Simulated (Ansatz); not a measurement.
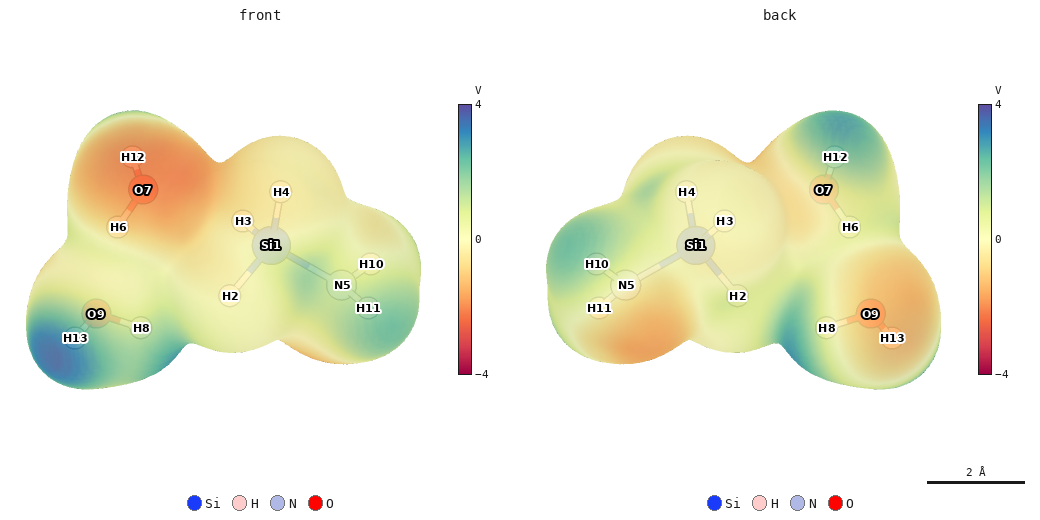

Figure 1: H5NSi···H2O···H2O. The molecular electrostatic potential painted on the density surface at 0.004 e/bohr³, seen from the front and from behind; red is negative and blue positive.

The reactant side of a reaction path; geometry: PBE0-D4/def2-TZVP.

These are results of RKS PBE0-D4/def2-TZVPP in Ansatz 0.2.0, not measurements.

```xyz
13

Si   -0.9583   -0.0937    0.6696
H     0.4167    0.4680    0.7943
H    -1.4282   -0.0888   -0.7368
H    -0.9558   -1.4763    1.2145
N    -1.9916    1.0156    1.5032
H     1.4509   -0.9776   -1.2771
O     0.9174   -1.7148   -0.9387
H     1.6237    1.1253   -0.7518
O     2.1841    0.7560   -1.4434
H    -2.9824    0.9818    1.3211
H    -1.8257    1.2134    2.4776
H     0.4646   -2.0765   -1.7029
H     3.0847    0.8677   -1.1295
```

### Describe the electrostatic potential map.

The most negative region (about −2.1 V) lies over O7, the most positive (about +3.4 V) over H13. O7 is the likeliest acceptor of a hydrogen bond.
